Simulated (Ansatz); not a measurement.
Base system: SnO₂ in the rutile structure (space group P4_2/mnm, No. 136; a = 4.769 Å, c = 3.211 Å).

Modification: an isotropic linear strain of −3.10 %, atoms relaxed at fixed cell.

Computed with PBEsol in Ansatz (plane waves to 420 eV, PAW, no spin-orbit coupling), earlier PAW set.

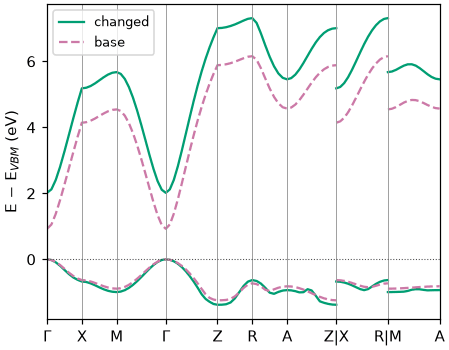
Figure: Highest valence and lowest conduction band along the path, each from its own valence-band maximum

### Question
From the figure, how large is the changed gap, and is it direct?

### Answer
About 2.0 eV, direct at Γ.

Stability against distortions was not tested.

Ansatz is a quantum-chemistry and plane-wave program.
